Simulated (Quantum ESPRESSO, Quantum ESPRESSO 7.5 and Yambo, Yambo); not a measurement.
**Quasiparticle gap of NaCl (Fm-3m) in Yambo**

Aim: the G0W0 gap of NaCl (Fm-3m) on PBE, step by step.

Program: Quantum ESPRESSO 7.5 and Yambo 5.3.0. Level of theory: PBE and many-body steps on it, plane waves. Results are calculated unless marked as measured.

The database entry behind the starting cell differs from later determinations by our own check (an axis about 0.4 % short against later determinations), so it need not match the best structure at ambient conditions.

## Step 1: The structure

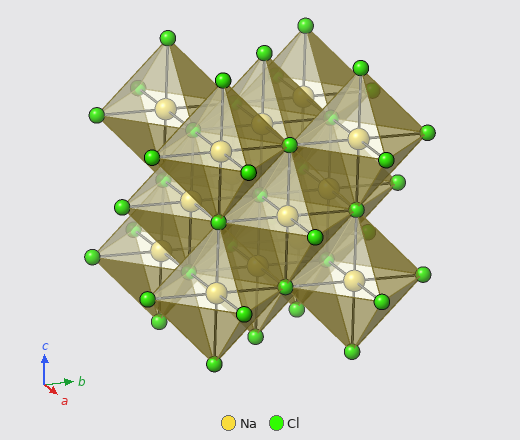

Start, viewed slightly off an axis; sodium yellow, chlorine green. This picture shows the conventional cell, with its axes. Some periodic images of atoms are drawn too.

The cell and positions come from the Crystallography Open Database and are kept as given unless a step says otherwise.

## Step 2: Ground state

This step: Quantum ESPRESSO 7.5; DFT, PBE, plane waves, norm-conserving pseudopotentials.

The ground-state density comes first.

The input, pw.in:

```
&control
  calculation = 'scf'
  prefix = 'x'
  outdir = 'o'
  pseudo_dir = 'pseudo'
/
&system
  ibrav = 0
  nat = 2
  ntyp = 2
  ecutwfc = 76.0
  nbnd = 13
  force_symmorphic = .true.
/
&electrons
  conv_thr = 1e-10
  electron_maxstep = 80
  mixing_beta = 0.5
/
ATOMIC_SPECIES
  Na 22.99 Na.upf
  Cl 35.45 Cl.upf
CELL_PARAMETERS angstrom
  0.0000000000 2.8100000000 2.8100000000
  2.8100000000 0.0000000000 2.8100000000
  2.8100000000 2.8100000000 0.0000000000
ATOMIC_POSITIONS crystal
  Na 0.0000000000 0.0000000000 0.0000000000
  Cl 0.5000000000 0.5000000000 0.5000000000
K_POINTS automatic
  6 6 6 0 0 0
```

On the command line:

```
> OMP_NUM_THREADS=1 mpirun -n 8 pw.x -nk 8 -in pw.in > pw.out
```

The program printed:

```text
Program PWSCF v.7.5 starts

     This program is part of the open-source Quantum ESPRESSO suite
     for quantum simulation of materials; please cite
         "P. Giannozzi et al., J. Phys.:Condens. Matter 21 395502 (2009);
         "P. Giannozzi et al., J. Phys.:Condens. Matter 29 465901 (2017);
         "P. Giannozzi et al., J. Chem. Phys. 152 154105 (2020);
     in publications or presentations arising from this work. More details at
     Message from routine setup:
     using ibrav=0 with symmetry is DISCOURAGED, use correct ibrav instead

     G-vector sticks info

     bravais-lattice index     =            0
     lattice parameter (alat)  =       7.5097  a.u.
     unit-cell volume          =     299.4646 (a.u.)^3
     number of atoms/cell      =            2
     number of atomic types    =            2
     number of electrons       =        16.00
     number of Kohn-Sham states=           13
     kinetic-energy cutoff     =      76.0000  Ry
     charge density cutoff     =     304.0000  Ry
     scf convergence threshold =      1.0E-10
     mixing beta               =       0.5000
     number of iterations used =            8  plain     mixing
     Exchange-correlation= PBE
                           (   1   4   3   4   0   0   0)

     celldm(1)=   7.509658  celldm(2)=   0.000000  celldm(3)=   0.000000
     celldm(4)=   0.000000  celldm(5)=   0.000000  celldm(6)=   0.000000

     crystal axes: (cart. coord. in units of alat)
               a(1) = (   0.000000   0.707107   0.707107 )
               a(2) = (   0.707107   0.000000   0.707107 )
               a(3) = (   0.707107   0.707107   0.000000 )

     reciprocal axes: (cart. coord. in units 2 pi/alat)
               b(1) = ( -0.707107  0.707107  0.707107 )
               b(2) = (  0.707107 -0.707107  0.707107 )
               b(3) = (  0.707107  0.707107 -0.707107 )
     Pseudo is Norm-conserving, Zval =  9.0
     Generated using ONCVPSP code by D. R. Hamann
     Using radial grid of 1992 points,  4 beta functions with:
     Pseudo is Norm-conserving + core correction, Zval =  7.0
     Generated using ONCVPSP code by D. R. Hamann
     Using radial grid of 1028 points,  6 beta functions with:
     Na                9.00    22.99000     Na( 1.00)
     Cl                7.00    35.45000     Cl( 1.00)

     48 Sym. Ops., with inversion, found

   Cartesian axes

     site n.     atom                  positions (alat units)
         1        Na     tau(   1) = (   0.0000000   0.0000000   0.0000000  )
         2        Cl     tau(   2) = (   0.7071068   0.7071068   0.7071068  )

     number of k points=    16
                       cart. coord. in units 2pi/alat
        k(    1) = (   0.0000000   0.0000000   0.0000000), wk =   0.0092593
        k(    2) = (   0.1178511   0.1178511  -0.1178511), wk =   0.0740741
        k(    3) = (   0.2357023   0.2357023  -0.2357023), wk =   0.0740741
        k(    4) = (  -0.3535534  -0.3535534   0.3535534), wk =   0.0370370
        k(    5) = (   0.2357023   0.0000000  -0.0000000), wk =   0.0555556
        k(    6) = (   0.3535534   0.1178511  -0.1178511), wk =   0.2222222
        k(    7) = (  -0.2357023  -0.4714045   0.4714045), wk =   0.2222222
        k(    8) = (  -0.1178511  -0.3535534   0.3535534), wk =   0.2222222
        k(    9) = (   0.0000000  -0.2357023   0.2357023), wk =   0.1111111
        k(   10) = (   0.4714045   0.0000000  -0.0000000), wk =   0.0555556
     [... 4 further rows ...]
        k(   15) = (  -0.1178511  -0.3535534   0.5892557), wk =   0.2222222
        k(   16) = (  -0.7071068   0.2357023   0.0000000), wk =   0.1111111

     Dense  grid:    26813 G-vectors     FFT dimensions: (  45,  45,  45)

     Initial potential from superposition of free atoms

     starting charge      15.9937, renormalised to      16.0000
     Starting wfcs are    9 randomized atomic wfcs +    4 random wfcs

     per-process dynamical memory:    22.1 Mb

     Self-consistent Calculation

     iteration #  1     ecut=    76.00 Ry     beta= 0.50

     Threshold (ethr) on eigenvalues was too large:
     Diagonalizing with lowered threshold

     total energy              =    -124.48248426 Ry
     estimated scf accuracy    <       0.04909037 Ry

     iteration #  2     ecut=    76.00 Ry     beta= 0.50

     total energy              =    -124.49193118 Ry
     estimated scf accuracy    <       0.00227980 Ry

     iteration #  3     ecut=    76.00 Ry     beta= 0.50

     total energy              =    -124.49224256 Ry
     estimated scf accuracy    <       0.00055930 Ry

     iteration #  4     ecut=    76.00 Ry     beta= 0.50

     total energy              =    -124.49229384 Ry
     estimated scf accuracy    <       0.00000571 Ry

     iteration #  5     ecut=    76.00 Ry     beta= 0.50

     total energy              =    -124.49229662 Ry
     estimated scf accuracy    <       0.00000060 Ry

     iteration #  6     ecut=    76.00 Ry     beta= 0.50

     total energy              =    -124.49229691 Ry
     estimated scf accuracy    <       0.00000006 Ry

     iteration #  7     ecut=    76.00 Ry     beta= 0.50

     total energy              =    -124.49229693 Ry
     estimated scf accuracy    <          2.3E-09 Ry

     iteration #  8     ecut=    76.00 Ry     beta= 0.50

     End of self-consistent calculation

          k = 0.0000 0.0000 0.0000 (  3383 PWs)   bands (ev):

   -47.7638 -19.6862 -19.6862 -19.6862 -11.5392   1.1413   1.1413   1.1413
     6.2911  12.2033  12.2033  12.2033  14.2947

          k = 0.1179 0.1179-0.1179 (  3353 PWs)   bands (ev):

   -47.7636 -19.6937 -19.6866 -19.6866 -11.4569   0.5325   1.0712   1.0712
     7.1095  11.4436  12.4827  12.4828  14.0004

          k = 0.2357 0.2357-0.2357 (  3356 PWs)   bands (ev):

   -47.7631 -19.7090 -19.6878 -19.6878 -11.2849  -0.4108   0.9377   0.9377
     8.2193  11.2585  12.2909  12.2909  15.0778

          k =-0.3536-0.3536 0.3536 (  3354 PWs)   bands (ev):

     [... further k-points ...]

     highest occupied, lowest unoccupied level (ev):     1.1413    6.2911

!    total energy              =    -124.49229693 Ry
     estimated scf accuracy    <          3.7E-11 Ry

     The total energy is the sum of the following terms:
     one-electron contribution =     -73.86213402 Ry
     hartree contribution      =      41.26218321 Ry
     xc contribution           =     -22.84146070 Ry
     ewald contribution        =     -69.05088543 Ry

     convergence has been achieved in   8 iterations

     XML data file, charge density, pseudopotentials, collected wavefunctions

=------------------------------------------------------------------------------=
   JOB DONE.
=------------------------------------------------------------------------------=
```

Elapsed: 3 s, on 8 MPI ranks of Arm Neoverse V1, shared host; peak memory 0.46 GiB; 23 s of CPU time.

This step gave:

```
total energy               : -1693.8040 eV
gap                        : 5.150 eV
k of the valence top       : 0, 0, 0
k of the conduction bottom : 0, 0, 0
least direct gap           : 5.150 eV
```

The gap is direct, at Γ.

## Step 3: Bands along the symmetry lines

The cheap functional maps the bands first; the places of the edges decide which points the dearer methods must see.

The input, pw.in:

```
&control
  calculation = 'bands'
  prefix = 'x'
  outdir = 'o'
  pseudo_dir = 'pseudo'
/
&system
  ibrav = 0
  nat = 2
  ntyp = 2
  ecutwfc = 76.0
  nbnd = 14
  force_symmorphic = .true.
/
&electrons
  conv_thr = 1e-9
  electron_maxstep = 80
  diago_full_acc = .true.
  diago_thr_init = 5e-6
/
ATOMIC_SPECIES
  Na 22.99 Na.upf
  Cl 35.45 Cl.upf
CELL_PARAMETERS angstrom
  0.0000000000 2.8100000000 2.8100000000
  2.8100000000 0.0000000000 2.8100000000
  2.8100000000 2.8100000000 0.0000000000
ATOMIC_POSITIONS crystal
  Na 0.0000000000 0.0000000000 0.0000000000
  Cl 0.5000000000 0.5000000000 0.5000000000
K_POINTS crystal
  50
  0.00000000 0.00000000 0.00000000 1
  0.06250000 0.00000000 0.06250000 1
  0.12500000 0.00000000 0.12500000 1
  0.18750000 0.00000000 0.18750000 1
  0.25000000 0.00000000 0.25000000 1
  0.31250000 0.00000000 0.31250000 1
  0.37500000 0.00000000 0.37500000 1
  0.43750000 0.00000000 0.43750000 1
  0.50000000 0.00000000 0.50000000 1
  0.51562500 0.03125000 0.51562500 1
  0.53125000 0.06250000 0.53125000 1
  0.54687500 0.09375000 0.54687500 1
  0.56250000 0.12500000 0.56250000 1
  0.57812500 0.15625000 0.57812500 1
  0.59375000 0.18750000 0.59375000 1
  0.60937500 0.21875000 0.60937500 1
  0.62500000 0.25000000 0.62500000 1
  0.37500000 0.37500000 0.75000000 1
  0.32812500 0.32812500 0.65625000 1
  0.28125000 0.28125000 0.56250000 1
  0.23437500 0.23437500 0.46875000 1
  0.18750000 0.18750000 0.37500000 1
  0.14062500 0.14062500 0.28125000 1
  0.09375000 0.09375000 0.18750000 1
  0.04687500 0.04687500 0.09375000 1
  0.00000000 0.00000000 0.00000000 1
  0.06250000 0.06250000 0.06250000 1
  0.12500000 0.12500000 0.12500000 1
  0.18750000 0.18750000 0.18750000 1
  0.25000000 0.25000000 0.25000000 1
  0.31250000 0.31250000 0.31250000 1
  0.37500000 0.37500000 0.37500000 1
  0.43750000 0.43750000 0.43750000 1
  0.50000000 0.50000000 0.50000000 1
  0.50000000 0.46875000 0.53125000 1
  0.50000000 0.43750000 0.56250000 1
  0.50000000 0.40625000 0.59375000 1
  0.50000000 0.37500000 0.62500000 1
  0.50000000 0.34375000 0.65625000 1
  0.50000000 0.31250000 0.68750000 1
  0.50000000 0.28125000 0.71875000 1
  0.50000000 0.25000000 0.75000000 1
  0.50000000 0.21875000 0.71875000 1
  0.50000000 0.18750000 0.68750000 1
  0.50000000 0.15625000 0.65625000 1
  0.50000000 0.12500000 0.62500000 1
  0.50000000 0.09375000 0.59375000 1
  0.50000000 0.06250000 0.56250000 1
  0.50000000 0.03125000 0.53125000 1
  0.50000000 0.00000000 0.50000000 1
```

The program printed:

```text
[banner, memory and clock lines left out]
Program PWSCF v.7.5 starts

     Atomic positions and unit cell read from directory:
     o/x.save/

     Message from routine setup:
     using ibrav=0 with symmetry is DISCOURAGED, use correct ibrav instead

     G-vector sticks info

     bravais-lattice index     =            0
     lattice parameter (alat)  =       7.5097  a.u.
     unit-cell volume          =     299.4646 (a.u.)^3
     number of atoms/cell      =            2
     number of atomic types    =            2
     number of electrons       =        16.00
     number of Kohn-Sham states=           14
     kinetic-energy cutoff     =      76.0000  Ry
     charge density cutoff     =     304.0000  Ry
     Exchange-correlation= PBE
                           (   1   4   3   4   0   0   0)

     celldm(1)=   7.509658  celldm(2)=   0.000000  celldm(3)=   0.000000
     celldm(4)=   0.000000  celldm(5)=   0.000000  celldm(6)=   0.000000

     crystal axes: (cart. coord. in units of alat)
               a(1) = (   0.000000   0.707107   0.707107 )
               a(2) = (   0.707107   0.000000   0.707107 )
               a(3) = (   0.707107   0.707107   0.000000 )

     reciprocal axes: (cart. coord. in units 2 pi/alat)
               b(1) = ( -0.707107  0.707107  0.707107 )
               b(2) = (  0.707107 -0.707107  0.707107 )
               b(3) = (  0.707107  0.707107 -0.707107 )
     Pseudo is Norm-conserving, Zval =  9.0
     Generated using ONCVPSP code by D. R. Hamann
     Using radial grid of 1992 points,  4 beta functions with:
     Pseudo is Norm-conserving + core correction, Zval =  7.0
     Generated using ONCVPSP code by D. R. Hamann
     Using radial grid of 1028 points,  6 beta functions with:
     Na                9.00    22.99000     Na( 1.00)
     Cl                7.00    35.45000     Cl( 1.00)

     48 Sym. Ops., with inversion, found

   Cartesian axes

     site n.     atom                  positions (alat units)
         1        Na     tau(   1) = (   0.0000000   0.0000000   0.0000000  )
         2        Cl     tau(   2) = (   0.7071068   0.7071068   0.7071068  )

     number of k points=    50
                       cart. coord. in units 2pi/alat
        k(    1) = (   0.0000000   0.0000000   0.0000000), wk =   0.0400000
        k(    2) = (   0.0000000   0.0883883   0.0000000), wk =   0.0400000
        k(    3) = (   0.0000000   0.1767767   0.0000000), wk =   0.0400000
[...]
[... 38 further rows ...]
        k(   49) = (   0.0441942   0.7071068   0.0000000), wk =   0.0400000
        k(   50) = (   0.0000000   0.7071068   0.0000000), wk =   0.0400000

     Dense  grid:    26813 G-vectors     FFT dimensions: (  45,  45,  45)

     The potential is recalculated from file :
     o/x.save/charge-density

     Starting wfcs are    9 randomized atomic wfcs +    5 random wfcs

     Band Structure Calculation

     End of band structure calculation

          k = 0.0000 0.0000 0.0000 (  3383 PWs)   bands (ev):

   -47.7639 -19.6862 -19.6862 -19.6862 -11.5392   1.1413   1.1413   1.1413
     6.2911  12.2033  12.2033  12.2033  14.2948  14.2948

          k = 0.0000 0.0884 0.0000 (  3371 PWs)   bands (ev):

   -47.7638 -19.6874 -19.6865 -19.6865 -11.5227   1.0289   1.1152   1.1152
     6.4721  11.9526  12.2967  12.2967  14.0237  14.3474

          k = 0.0000 0.1768 0.0000 (  3371 PWs)   bands (ev):

   -47.7637 -19.6904 -19.6875 -19.6875 -11.4765   0.7455   1.0425   1.0425
     6.9546  11.3985  12.5685  12.5685  13.3748  14.5025

          k =-0.0000 0.2652 0.0000 (  3339 PWs)   bands (ev):

[...]
k = 0.0000 0.4419-0.0000 (  3355 PWs)   bands (ev):

[...]
k =-0.0000 0.5303 0.0000 (  3370 PWs)   bands (ev):

[...]
k = 0.0000 0.6187-0.0000 (  3334 PWs)   bands (ev):

[...]
k = 0.4640 0.4640-0.0000 (  3344 PWs)   bands (ev):

[...]
k = 0.3315 0.3315-0.0000 (  3360 PWs)   bands (ev):

[...]
k = 0.3094 0.7071-0.0000 (  3348 PWs)   bands (ev):

[...]
k = 0.2210 0.7071-0.0000 (  3344 PWs)   bands (ev):

[...]
k = 0.1768 0.7071-0.0000 (  3350 PWs)   bands (ev):

[...]
k = 0.0442 0.7071 0.0000 (  3338 PWs)   bands (ev):

   -47.7628 -19.7069 -19.6947 -19.6947 -11.1455  -0.5355   0.5229   0.5298
     8.7252   9.2264  12.5042  15.5716  16.0345  16.5503

          k = 0.0000 0.7071 0.0000 (  3338 PWs)   bands (ev):

   -47.7628 -19.7070 -19.6946 -19.6946 -11.1461  -0.5439   0.5360   0.5360
     8.6899   9.1941  12.5380  16.0206  16.0206  16.1877

     XML data file, pseudopotentials, collected wavefunctions
```

Elapsed: 3.1 s, on 8 MPI ranks; peak memory 0.44 GiB; 24 s of CPU time.

This step gave:

```yaml
gap: 5.150 eV
k_of_the_valence_top: 0, 0, 0
k_of_the_conduction_bottom: 0, 0, 0
least_direct_gap: 5.150 eV
```

The gap is 5.150 eV, as in the run before at this level.

The electronic bands at the labelled points (eV, zero at the top of the highest filled band; v1 is the highest filled band, c1 the lowest empty one):

| point | v4 | v3 | v2 | v1 | c1 | c2 | c3 | c4 |
| --- | --- | --- | --- | --- | --- | --- | --- | --- |
| Γ | -12.68 | 0.00 | 0.00 | 0.00 | 5.15 | 11.06 | 11.06 | 11.06 |
| X | -12.29 | -1.69 | -0.61 | -0.61 | 7.55 | 8.05 | 11.40 | 14.88 |
| U | -12.28 | -1.43 | -1.13 | -0.50 | 8.24 | 9.04 | 10.59 | 12.74 |
| jump to K | -12.28 | -1.43 | -1.13 | -0.50 | 8.24 | 9.04 | 10.59 | 12.74 |
| Γ | -12.68 | 0.00 | 0.00 | 0.00 | 5.15 | 11.06 | 11.06 | 11.06 |
| L | -12.34 | -1.95 | -0.27 | -0.27 | 7.28 | 10.72 | 10.92 | 10.92 |
| W | -12.27 | -1.20 | -1.20 | -0.76 | 8.85 | 9.71 | 9.71 | 11.37 |
| X | -12.29 | -1.69 | -0.61 | -0.61 | 7.55 | 8.05 | 11.40 | 14.88 |

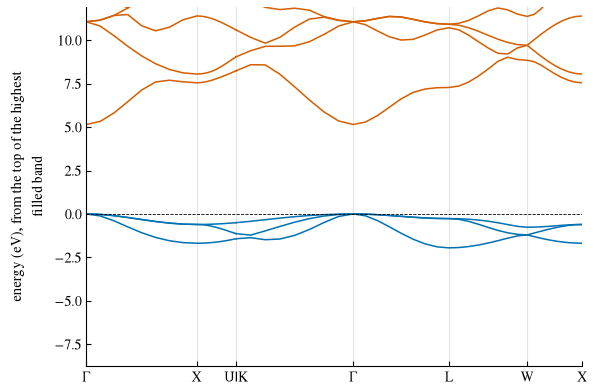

Electronic bands along the path; lines of filled and empty bands in two colours.

## Step 4: Empty states on the mesh, 4×4×4 mesh, 108 bands

The sums over transitions need many empty states on a uniform mesh; this step solves for them.

The input, pw.in:

```
&control
  calculation = 'nscf'
  prefix = 'x'
  outdir = 'o'
  pseudo_dir = 'pseudo'
/
&system
  ibrav = 0
  nat = 2
  ntyp = 2
  ecutwfc = 76.0
  nbnd = 108
  force_symmorphic = .true.
/
&electrons
  conv_thr = 1e-9
  electron_maxstep = 80
  diago_full_acc = .true.
  diago_thr_init = 5e-6
/
ATOMIC_SPECIES
  Na 22.99 Na.upf
  Cl 35.45 Cl.upf
CELL_PARAMETERS angstrom
  0.0000000000 2.8100000000 2.8100000000
  2.8100000000 0.0000000000 2.8100000000
  2.8100000000 2.8100000000 0.0000000000
ATOMIC_POSITIONS crystal
  Na 0.0000000000 0.0000000000 0.0000000000
  Cl 0.5000000000 0.5000000000 0.5000000000
K_POINTS automatic
  4 4 4 0 0 0
```

On the command line:

```
> OMP_NUM_THREADS=1 mpirun -n 8 pw.x -nk 4 -in pw.in > pw.out
```

The program printed:

```text
[banner, memory and clock lines left out]
Program PWSCF v.7.5 starts

     Atomic positions and unit cell read from directory:
     o/x.save/

     Message from routine setup:
     using ibrav=0 with symmetry is DISCOURAGED, use correct ibrav instead

     bravais-lattice index     =            0
     lattice parameter (alat)  =       7.5097  a.u.
     unit-cell volume          =     299.4646 (a.u.)^3
     number of atoms/cell      =            2
     number of atomic types    =            2
     number of electrons       =        16.00
     number of Kohn-Sham states=          108
     kinetic-energy cutoff     =      76.0000  Ry
     charge density cutoff     =     304.0000  Ry
     Exchange-correlation= PBE
                           (   1   4   3   4   0   0   0)

     celldm(1)=   7.509658  celldm(2)=   0.000000  celldm(3)=   0.000000
     celldm(4)=   0.000000  celldm(5)=   0.000000  celldm(6)=   0.000000

     crystal axes: (cart. coord. in units of alat)
               a(1) = (   0.000000   0.707107   0.707107 )
               a(2) = (   0.707107   0.000000   0.707107 )
               a(3) = (   0.707107   0.707107   0.000000 )

     reciprocal axes: (cart. coord. in units 2 pi/alat)
               b(1) = ( -0.707107  0.707107  0.707107 )
               b(2) = (  0.707107 -0.707107  0.707107 )
               b(3) = (  0.707107  0.707107 -0.707107 )
     Pseudo is Norm-conserving, Zval =  9.0
     Generated using ONCVPSP code by D. R. Hamann
     Using radial grid of 1992 points,  4 beta functions with:
     Pseudo is Norm-conserving + core correction, Zval =  7.0
     Generated using ONCVPSP code by D. R. Hamann
     Using radial grid of 1028 points,  6 beta functions with:
     Na                9.00    22.99000     Na( 1.00)
     Cl                7.00    35.45000     Cl( 1.00)

     48 Sym. Ops., with inversion, found

   Cartesian axes

     site n.     atom                  positions (alat units)
         1        Na     tau(   1) = (   0.0000000   0.0000000   0.0000000  )
         2        Cl     tau(   2) = (   0.7071068   0.7071068   0.7071068  )

     number of k points=     8
                       cart. coord. in units 2pi/alat
        k(    1) = (   0.0000000   0.0000000   0.0000000), wk =   0.0312500
        k(    2) = (   0.1767767   0.1767767  -0.1767767), wk =   0.2500000
        k(    3) = (  -0.3535534  -0.3535534   0.3535534), wk =   0.1250000
[...]
k(    7) = (  -0.7071068   0.0000000   0.0000000), wk =   0.0937500
        k(    8) = (  -0.7071068   0.3535534   0.0000000), wk =   0.1875000

     Dense  grid:    26813 G-vectors     FFT dimensions: (  45,  45,  45)

     The potential is recalculated from file :
     o/x.save/charge-density

     Starting wfcs are    9 randomized atomic wfcs +   99 random wfcs

     Band Structure Calculation

     End of band structure calculation

          k = 0.0000 0.0000 0.0000 (  3383 PWs)   bands (ev):

   -47.7639 -19.6862 -19.6862 -19.6862 -11.5392   1.1413   1.1413   1.1413
     6.2911  12.2033  12.2033  12.2033  14.2947  14.2947  16.0863  18.3681
    18.3681  18.3681  25.1767  26.7630  26.7630  26.7630  28.7516  28.7516
[...]
91.5227  91.5227  92.8448  92.8448

          k = 0.1768 0.1768-0.1768 (  3362 PWs)   bands (ev):

[...]
94.9555  94.9555  96.5216  96.5216

          k =-0.3536-0.3536 0.3536 (  3354 PWs)   bands (ev):

[...]
84.2234  84.2234  85.1277  86.1551  86.2774  87.1790  87.5674  87.5674
    88.5499  88.5499  91.5029  92.9513  92.9513  94.3593  94.8003  94.8003
    95.9137  96.1711  96.1711  96.4395

          k = 0.3536 0.0000 0.0000 (  3359 PWs)   bands (ev):

     [... further k-points ...]

     highest occupied, lowest unoccupied level (ev):     1.1413    6.2911

     XML data file, pseudopotentials, collected wavefunctions
```

The job ended after 4.5 s (8 MPI ranks; peak memory 0.49 GiB).

Numbers from this step:

```yaml
gap: 5.150 eV
k_of_the_valence_top: 0, 0, 0
k_of_the_conduction_bottom: 0, 0, 0
least_direct_gap: 5.150 eV
k_points_computed: 8
lowest_point_of_the_top_converged_band_above_the_valence_top: 91.7034 eV
```

On this mesh the gap is 5.150 eV.

(Continued in part 2 of 2.)

[Paths, hosts, dates, memory and timing lines, banners, echoed tables and standing remarks are left out of the program output.]

[Logs are printed without paths, hosts, clocks, repeated set-up lines and the standing remarks that a program may print on its own settings, such as how far it seeks lower states.]

[Runs of the session that timed out or met a known fault of the program may be left out.]

[Hosts, paths, dates, database ids (printed as entryN), source tags and the programs' standing remarks are cut or masked in the printed files.]
